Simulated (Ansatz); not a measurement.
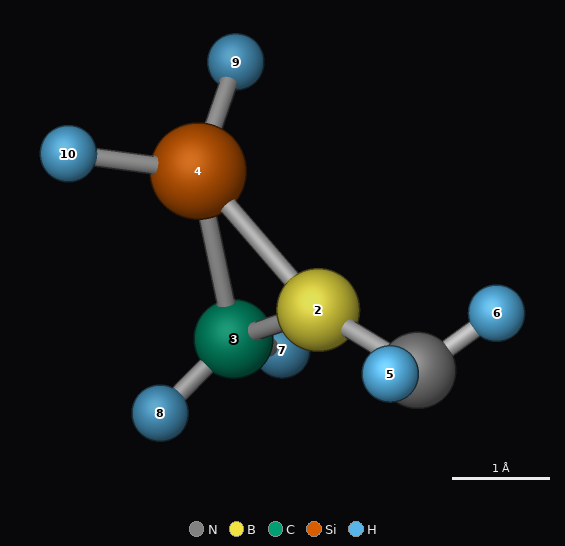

*The input geometry (ball-and-stick view, seen at a tilt; atoms are numbered from 1 in the order of the input).*

Bond lengths as drawn: B–C 1.54 Å, B–N 1.44 Å, B–Si 1.99 Å, C–H 1.09 Å, C–Si 1.91 Å, H–N 1.02 Å and H–Si 1.48 Å.

## Phonon calculation, with input and output: CH6BNSi

- system: CH6BNSi
- method: RKS BHLYP/def2-SVP (Ansatz 0.2.0)

It belongs to a series of runs on one base structure; here: vibrations at the highest image of the band. Figures and captions count atoms from 1; the log counts them from 0 in places.

### What the program printed
```
Engine: ansatz 0.2.0, aarch64-unknown-linux-gnu
Functional definition: BHLYP
  parameter a = 0.5
  exchange = (1 - a)*b88_x + a*exact_x
  correlation = lyp_c
988 factors; integrals over basis functions are off by at most 3.8e-4 eV
mean field evaluation 1: about -11163.9826 eV, gradient 5.3e1 eV
mean field evaluation 2: about -11163.6262 eV, gradient 5.2e1 eV
mean field evaluation 4: about -11170.1867 eV, gradient 1.3e0 eV
mean field evaluation 8: about -11170.2439 eV, gradient 5.4e-2 eV
mean field -11170.24389628 eV, -410.4988917252 hartree, gradient 8.4e-5 eV, S^2 0.000000; 0 other end points of the search recorded, 0 dependent functions left out
the calculation of the forces begins
reference -11170.24407177 eV, -410.4988981741 hartree; 19, 19 occupied and 71, 71 virtual orbitals, 988 factors
these checks for a lower state are left out or cut short: stability, starts, cluster_reference, orbital_swaps, neighbouring_geometries, increment
988 factors; integrals over basis functions are off by at most 3.8e-4 eV
mean field evaluation 16: about -11170.1915 eV, gradient 3.1e-1 eV
mean field -11170.24376264 eV, -410.4988868139 hartree, gradient 2.1e-6 eV, S^2 0.000000; 0 other end points of the search recorded, 0 dependent functions left out
[... from here on the field's lines of each further geometry are left out, up to the last ...]
the calculation of the forces begins
reference -11170.24406073 eV, -410.4988977684 hartree; 19, 19 occupied and 71, 71 virtual orbitals, 988 factors
these checks for a lower state are left out or cut short: stability, starts, cluster_reference, orbital_swaps, neighbouring_geometries, increment
988 factors; integrals over basis functions are off by at most 3.8e-4 eV
mean field -11170.24388218 eV, -410.4988912068 hartree, gradient 2.8e-6 eV, S^2 0.000000; 0 other end points of the search recorded, 0 dependent functions left out
the calculation of the forces begins
reference -11170.24405766 eV, -410.4988976556 hartree; 19, 19 occupied and 71, 71 virtual orbitals, 988 factors
WARN: phonons: modes at or below zero, which the zero-point energy, F, S and C_V leave out: 2, the lowest at -650.03 cm⁻¹. A minimum has none, and a first-order saddle one
Total energy: -11170.24407177 eV, -410.4988981741 hartree
Atom 0 at    -1.657194     0.214295    -1.112258 Å, force     0.009975    -0.025130     0.020051 eV/Å
Atom 1 at    -0.461858     0.058018    -0.320287 Å, force     0.004134     0.017856    -0.011334 eV/Å
Atom 2 at     0.484937    -1.062064     0.164052 Å, force    -0.009569     0.009069     0.036738 eV/Å
Atom 3 at     1.046951     0.638865     0.835793 Å, force     0.004435    -0.023141    -0.024262 eV/Å
Atom 4 at    -1.482461     0.872115    -1.865237 Å, force    -0.004422     0.011356    -0.019826 eV/Å
Atom 5 at    -2.374102     0.674256    -0.560015 Å, force    -0.015813     0.010293     0.000041 eV/Å
Atom 6 at     0.070519    -1.812584     0.844333 Å, force    -0.003179    -0.006813    -0.007379 eV/Å
Atom 7 at     1.102254    -1.543840    -0.601039 Å, force     0.011909     0.005738    -0.001213 eV/Å
Atom 8 at     0.926948     0.835273     2.296983 Å, force     0.000803    -0.007685     0.006580 eV/Å
Atom 9 at     2.344009     1.125678     0.317686 Å, force     0.001725     0.008458     0.000604 eV/Å
Dipole moment:    -0.183659     0.176206    -0.103822 e Å
Vibrations: -650.03 -218.62 229.53 308.64 363.94 523.70 582.02 665.35 669.69 743.10 816.55 904.74 946.88 962.28 973.54 1321.73 1405.94 1600.65 2288.32 2301.02 3140.10 3213.00 3596.59 3653.81 cm⁻¹, zero-point energy 1.934841 eV
```

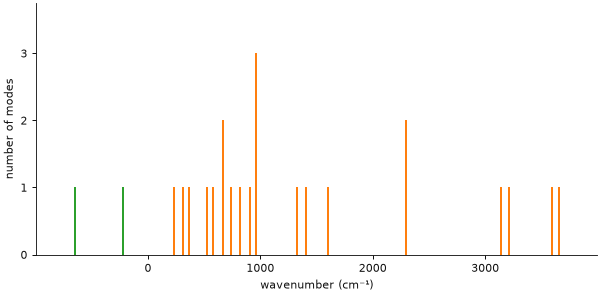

*Harmonic vibrational wavenumbers from the force constants; neighbouring modes closer than 20 cm⁻¹ are counted in one stick, and imaginary ones are drawn at negative wavenumbers.*

24 modes from 650i to 3654 cm⁻¹, 2 imaginary beyond 8i (650i, 219i cm⁻¹): not a minimum.

The run was set up as follows.

### Input
```yaml
crystal:
  periodic: [false, false, false]
  atoms:
    - { symbol: "N", position_ang: [-1.657194, 0.214295, -1.112258] }
    - { symbol: B, position_ang: [-0.461858, 0.058018, -0.320287] }
    - { symbol: C, position_ang: [0.484937, -1.062064, 0.164052] }
    - { symbol: Si, position_ang: [1.046951, 0.638865, 0.835793] }
    - { symbol: H, position_ang: [-1.482461, 0.872115, -1.865237] }
    - { symbol: H, position_ang: [-2.374102, 0.674256, -0.560015] }
    - { symbol: H, position_ang: [0.070519, -1.812584, 0.844333] }
    - { symbol: H, position_ang: [1.102254, -1.54384, -0.601039] }
    - { symbol: H, position_ang: [0.926948, 0.835273, 2.296983] }
    - { symbol: H, position_ang: [2.344009, 1.125678, 0.317686] }
basis:
  gaussian: { orbitals: def2-SVP }
hamiltonian:
  xc: { name: BHLYP }
phonons: {}
```

Launch command:
```bash
ansatz run input.yaml --threads 1 --pin off --max-ram 2048MiB --backend cpu --events-out ev --progress --plain --runs-dir out
```

### Key numbers

| quantity | value |
| --- | --- |
| outcome | converged |
| total energy | −11170.2441 eV |
| mean-field energy | −11170.2441 eV |
| largest force (length of the vector) | 0.039 eV/Å |
| hardware | 1 thread of Arm Neoverse V1, 24 GiB of memory available, shared host |
| wall time | 2.4 min |
| peak memory | 0.17 GiB |
